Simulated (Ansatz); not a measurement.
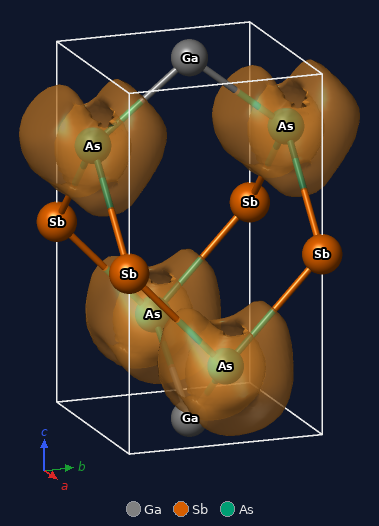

Figure. GaSbAs2. Isosurface of the electron localisation function at 0.6 (orange), seen slightly off an axis. Core shells and regions of very low density are left out. Sticks mark near contacts.

Space group P-4m2; computed pressure about 15 GPa in this cell.

These are results of Ansatz, DFT PBE, scalar-relativistic, plane waves, PAW, not measurements.

```xyz
4
Lattice="3.6824 0.0000 0.0000 0.0000 3.6824 0.0000 0.0000 0.0000 6.6897" Properties=species:S:1:pos:R:3 pbc="T T T"
Ga    1.8412    1.8412    0.0000
Sb    0.0000    0.0000    3.3448
As    1.8412    0.0000    5.2394
As    0.0000    1.8412    1.4503
```

**Describe the localisation domains.**

The surface consists of two regions on As in which the atom's valence shell and bonds are merged, counted in one cell of 4 atoms. Any copies at cell faces, edges or corners count once. Along the contacts the grid gives the following. Ga–As (2.34 Å): the ELF peaks at about 0.75 between the atoms. Sb–As (2.64 Å): the ELF is about 0.60 at the midpoint.
